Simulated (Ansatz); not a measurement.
# Mo wire along [100], 24 atoms a period: bands along the axis, part 2 of 2

What gap, if any, does the Mo wire along [100], 24 atoms a period have, and how many channels would it open?

Ansatz 0.2.0; DFT PBE, plane waves, PAW; relaxation of a wire's period; PAW set soft_1 (the session's first sound run).

So far: The structure; Relaxing the period.

### 2. Relaxing the period (continued)

The steps of the relaxation:

| step | energy less that of the first step (eV) | largest force component (eV/Å) | pressure (GPa) | volume (Å³) |
| --- | --- | --- | --- | --- |
| 1 | 0.0000 | 2.6537 | -7.80 | 837.52 |
| 2 | -3.2355 | 0.8936 | 2.42 | 805.71 |
| 3 | -3.3031 | 0.5589 | 0.66 | 837.35 |
| 4 | -3.7819 | 0.3170 | -0.02 | 828.30 |
| 5 | -3.8289 | 0.0814 | -0.36 | 825.00 |
| 6 | -3.8338 | 0.0352 | -0.07 | 823.36 |
| 7 | -3.8343 | 0.0128 | -0.11 | 823.08 |
| 8* | -3.8325 | 0.0128 | -0.10 | 823.08 |

Relaxation steps marked * repeat the geometry before them on a plane-wave basis chosen anew for their cell, so energy and pressure can jump there.

The run keeps the 16 symmetry operations that it works with, so distortions that break them were not tested.

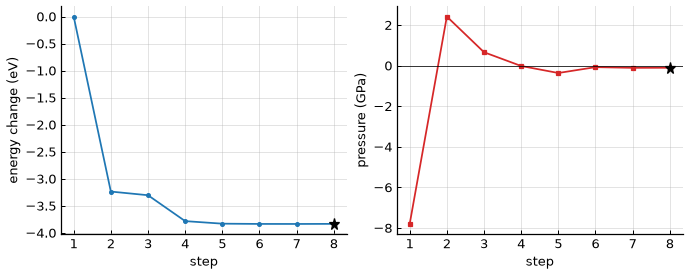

Energy and pressure along the relaxation. Stars mark steps on a basis chosen anew.

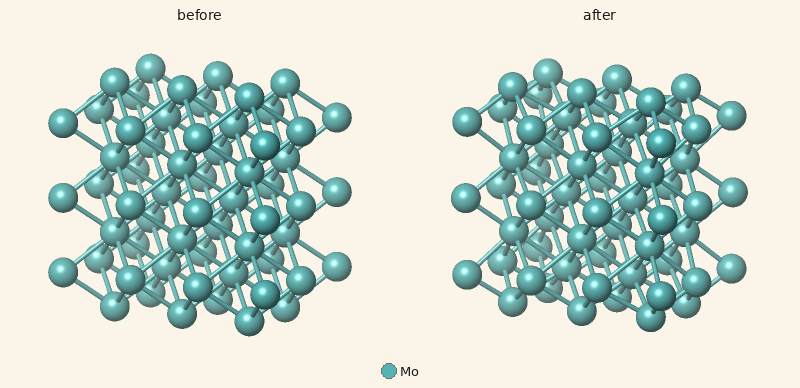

Before and after, at one scale.

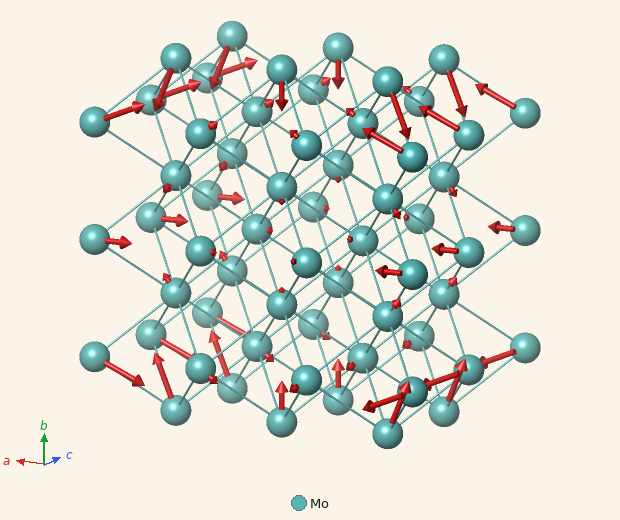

Displacements in the relaxation, exaggerated, measured against the changing cell; the longest in the cell stands for 0.20 Å. 1×1×2 cells are drawn. Some periodic images of atoms are drawn too.

| cell as run | before | after | change |
| --- | --- | --- | --- |
| c (Å) | 3.160 | 3.106 | -1.7 % |

The atoms that moved most (Å, along periodic axes as changes of fractional coordinates times the final cell, across vacuum about the mean position):

| atom | dx | dy | dz | length |
| --- | --- | --- | --- | --- |
| Mo10 | -0.189 | -0.079 | 0.000 | 0.204 |
| Mo16 | -0.079 | -0.189 | 0.000 | 0.204 |
| Mo12 | -0.189 | 0.079 | 0.000 | 0.204 |
| Mo24 | 0.079 | -0.189 | 0.000 | 0.204 |
| Mo13 | -0.079 | 0.189 | 0.000 | 0.204 |
| Mo1 | 0.189 | -0.079 | 0.000 | 0.204 |
| Mo21 | 0.079 | 0.189 | 0.000 | 0.204 |
| Mo3 | 0.189 | 0.079 | 0.000 | 0.204 |

The relaxed structure:

```cif
data_structure
_symmetry_space_group_name_H-M 'P 1'
_symmetry_Int_Tables_number 1
_cell_length_a 16.2800
_cell_length_b 16.2800
_cell_length_c 3.1055
_cell_angle_alpha 90.000
_cell_angle_beta 90.000
_cell_angle_gamma 90.000
_cell_volume 823.08
loop_
_atom_site_label
_atom_site_type_symbol
_atom_site_fract_x
_atom_site_fract_y
_atom_site_fract_z
_atom_site_occupancy
Mo1 Mo 0.22043 0.30103 0.00000 1
Mo2 Mo 0.21650 0.50000 0.00000 1
Mo3 Mo 0.22043 0.69897 0.00000 1
Mo4 Mo 0.40530 0.30420 0.00000 1
Mo5 Mo 0.40439 0.50000 0.00000 1
Mo6 Mo 0.40530 0.69580 0.00000 1
Mo7 Mo 0.59470 0.30420 0.00000 1
Mo8 Mo 0.59561 0.50000 0.00000 1
Mo9 Mo 0.59470 0.69580 0.00000 1
Mo10 Mo 0.77957 0.30103 0.00000 1
Mo11 Mo 0.78350 0.50000 0.00000 1
Mo12 Mo 0.77957 0.69897 0.00000 1
Mo13 Mo 0.30103 0.22043 0.50000 1
Mo14 Mo 0.30420 0.40530 0.50000 1
Mo15 Mo 0.30420 0.59470 0.50000 1
Mo16 Mo 0.30103 0.77957 0.50000 1
Mo17 Mo 0.50000 0.21650 0.50000 1
Mo18 Mo 0.50000 0.40439 0.50000 1
Mo19 Mo 0.50000 0.59561 0.50000 1
Mo20 Mo 0.50000 0.78350 0.50000 1
Mo21 Mo 0.69897 0.22043 0.50000 1
Mo22 Mo 0.69580 0.40530 0.50000 1
Mo23 Mo 0.69580 0.59470 0.50000 1
Mo24 Mo 0.69897 0.77957 0.50000 1
```

This step gave:

```
energy at zero smearing    : -118921.3112 eV
cell length along the wire : 3.106 Å
```

The cell's length comes to 3.106 Å with spin left out.

### 3. The perfect wire

This step: DFT PBE, plane waves, PAW; bands of a perfect wire; PAW set soft_1 (Ansatz 0.2.0).

At the relaxed period the bands are computed along the axis; those that cross an energy going forward count the channels that a perfect wire would open there.

The input, input.yaml:

```yaml
crystal:
  lattice:
    - [16.28, 0.0, 0.0]
    - [0.0, 16.28, 0.0]
    - [0.0, 0.0, 3.1055099417]
  atoms:
    - { symbol: Mo, position: [0.220425694, 0.301034563, 0.0] }
    - { symbol: Mo, position: [0.216496122, 0.5, 0.0] }
    - { symbol: Mo, position: [0.220425694, 0.698965437, 0.0] }
    - { symbol: Mo, position: [0.405298034, 0.304198921, 0.0] }
    - { symbol: Mo, position: [0.404394852, 0.5, 0.0] }
    - { symbol: Mo, position: [0.405298034, 0.695801079, 0.0] }
    - { symbol: Mo, position: [0.594701966, 0.304198921, 0.0] }
    - { symbol: Mo, position: [0.595605148, 0.5, 0.0] }
    - { symbol: Mo, position: [0.594701966, 0.695801079, 0.0] }
    - { symbol: Mo, position: [0.779574306, 0.301034563, 0.0] }
    - { symbol: Mo, position: [0.783503878, 0.5, 0.0] }
    - { symbol: Mo, position: [0.779574306, 0.698965437, 0.0] }
    - { symbol: Mo, position: [0.301034563, 0.220425694, 0.5] }
    - { symbol: Mo, position: [0.304198921, 0.405298034, 0.5] }
    - { symbol: Mo, position: [0.304198921, 0.594701966, 0.5] }
    - { symbol: Mo, position: [0.301034563, 0.779574306, 0.5] }
    - { symbol: Mo, position: [0.5, 0.216496122, 0.5] }
    - { symbol: Mo, position: [0.5, 0.404394852, 0.5] }
    - { symbol: Mo, position: [0.5, 0.595605148, 0.5] }
    - { symbol: Mo, position: [0.5, 0.783503878, 0.5] }
    - { symbol: Mo, position: [0.698965437, 0.220425694, 0.5] }
    - { symbol: Mo, position: [0.695801079, 0.405298034, 0.5] }
    - { symbol: Mo, position: [0.695801079, 0.594701966, 0.5] }
    - { symbol: Mo, position: [0.698965437, 0.779574306, 0.5] }
kpoints:
  mp_grid: { grid: [1, 1, 26] }
  band_path: { path: ["Γ", Z], npoints: 90 }
scf:
  occupations: { method: fermi_dirac, width: 0.05 }
hamiltonian:
  xc: pbe
  pseudopotentials: { kind: paw, azcp: { folder: soft_1 } }
output:
  dos: { e_range: [-5, 4] }
  write_potential: true
  write_density: true
  volumetric_format: npy
```

Run with:

```console
$ ansatz run input.yaml --threads 4 --pin off --max-ram 16384MiB --backend cpu --events-out ev --progress --plain --runs-dir out
```

Numbers of over 12 decimals in the logs are rounded to 6 here.

What it wrote:

```text
[...]
Crystal: 24 atoms, lattice volume = 823.079 Å³
Basis set: ecut = 420 eV, 16155 PW (Γ)
Bands: 202, of which v1, the nominal top of the filled ones, is band 168 counted from 1 (167 counted from 0)
Symmetry: 16 space group operations
[...]
k-points: 14 of 26
[...]
SCF iter   1: F=—  HF=-118945.846093 eV  |F-HF|=—  |Δ(HF+E_count)|=         —  Δρ=7.06e-2  dr2=1.83e2  ethr=3.10e-3  ⟨swp⟩=9.4  Hψ=12881  notcnv=0
[...]
SCF iter  12: F=-118921.413024 eV  HF=-118921.413024 eV  |F-HF|=1.21e-8  |Δ(HF+E_count)|=   2.69e-7  Δρ=1.81e-6  dr2=5.06e-8  ethr=2.98e-11  ⟨swp⟩=13.0  Hψ=9737  notcnv=0
SCF 1 converged in 12 iterations: F = -118921.413024 eV  dr2 = 5.06e-8
[...]
NSCF: frozen V_eff on 91 k-points
WARN: The output density's exchange-correlation potential varies sharply where the density is thin. Do not read a vacuum level from v_tot or v_xc, or from such a field of the output density. On a cell that repeats whose density bears no net charge and no dipole along the vacuum's axis use v_es (v_loc + v_h of the components); under efield.dipole_correction with no amplitude use v_es + v_field, which holds any externa [...]
SCF converged after 12 iterations
Free energy (F): -118921.413024 eV
[...]
Internal energy: -118921.209750 eV  (E = F + TS)
E sigma→0 (E₀):  -118921.311387 eV
Entropy (-TS):   -0.203274 eV (-8.470 meV/atom)
Fermi energy:    7.680674 eV
[...]
--- Band table (eV; the first three rows and the last of 14) ---
  k-point 0: bands = [... 164 lower, 7.2828, 7.3938, 7.4056, 7.4153, 7.5340, 7.6038, 7.6038, 7.6588, ... 30 higher]
  k-point 1: bands = [... 164 lower, 7.2620, 7.4084, 7.4322, 7.4463, 7.5844, 7.5844, 7.5920, 7.6720, ... 30 higher]
  k-point 2: bands = [... 164 lower, 7.2468, 7.4178, 7.4732, 7.5152, 7.5828, 7.5828, 7.6836, 7.6836, ... 30 higher]
  k-point 13: bands = [... 164 lower, 7.8752, 7.8752, 8.0903, 8.0903, 8.1133, 8.1133, 8.3530, 8.3530, ... 30 higher]
```

Wall time 2.3 min (4 threads of Intel Xeon 6975P-C (Granite Rapids), shared host); peak memory 7.8 GiB.

The column dr2 measures how far the density is from self-consistency, as an energy; F and HF (Harris–Foulkes) agree once it is small.

This step gave:

```
energy at zero smearing : -118921.3114 eV
band gap                : 0 eV
```

The electronic bands at the labelled points (eV, zero at the Fermi level; # counts the bands kept):

| point | #43 | #44 | #45 | #46 | #47 | #48 | #49 | #50 |
| --- | --- | --- | --- | --- | --- | --- | --- | --- |
| Γ | -0.40 | -0.29 | -0.28 | -0.27 | -0.15 | -0.08 | -0.08 | -0.02 |
| Z | 0.19 | 0.19 | 0.41 | 0.41 | 0.43 | 0.43 | 0.67 | 0.67 |

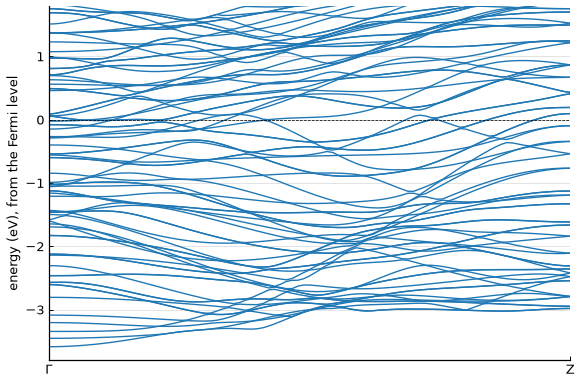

Electronic bands along the path.

Between Γ and Z the bands cross the Fermi level 20 times, so a perfect wire would conduct at least 20 G₀, with spin left out.

### 4. Results

```yaml
cell_length_pbe: 3.106 Å
ballistic_conductance_by_band_crossings_a_lower_bound_pbe: 20 G₀
```

In words: Under PBE the cell's length is 3.11 Å, and the bands cross the Fermi level 20 times between Γ and Z, which gives a perfect wire at least 20 G₀ (opposite crossings within one step of the path cancel in such a count). No spin was allowed, though thin wires with open d shells can turn magnetic.

[Logs are printed without paths, hosts, clocks, repeated set-up lines and the standing remarks that a program may print on its own settings, such as how far it seeks lower states.]

[Hosts, paths, dates, database ids (printed as entryN), source tags and the programs' standing remarks are cut or masked in the printed files.]
